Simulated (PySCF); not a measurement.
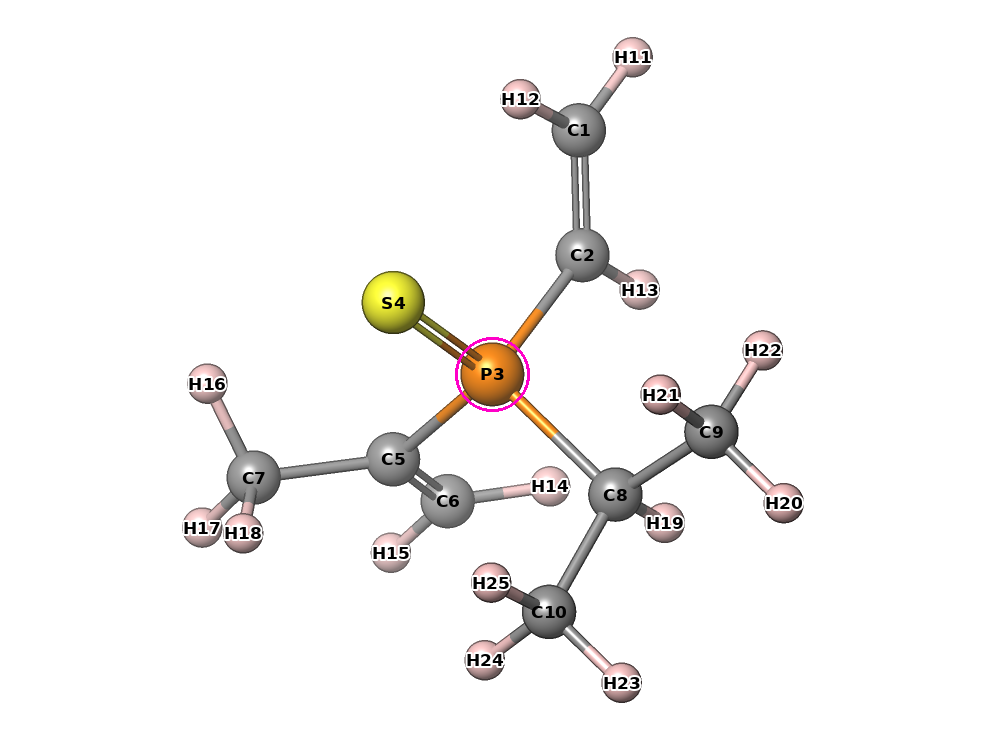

Atoms fade into the background with distance from the viewer. Circles mark the stereogenic atoms. The computed structure is the end point of a PBE0-D3(BJ)/def2-SVP optimisation. No frequency run is at hand to confirm it as a minimum.

Q: What are the Cahn–Ingold–Prelog descriptors?

A: P3: R (priorities S4 > C5 > C2 > C8).
